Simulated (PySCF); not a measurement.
SMILES [O]=[Ru](=[O])(=[O])=[O] at its CAM-B3LYP/def2-SVP optimised geometry (Å):

```
5

Ru    -0.5539    -0.7830     0.0000
O     -1.1070     0.7830     0.0000
O     -1.1081    -1.5656     1.3562
O      1.1070    -0.7830     0.0000
O     -1.1072    -1.5660    -1.3563
```

Level of theory: CAM-B3LYP/def2-TZVP, def2 effective core potentials past Kr (PySCF). The core electrons that the potentials of Ru replace are not part of the density. Cells within 0.4 Å of a nucleus heavier than hydrogen are left out (blank, or x).

Map of the electrostatic potential (hartree/e), clipped to [-0.08, 0.12] on the plane z = 1.5 Å:

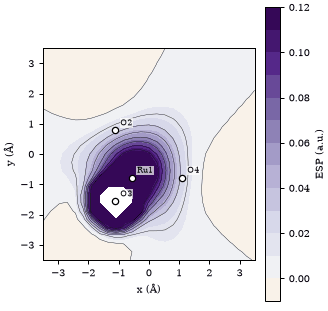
Fig. 1. Electrostatic potential (hartree/e), clipped to [-0.08, 0.12] on the plane z = 1.5 Å.
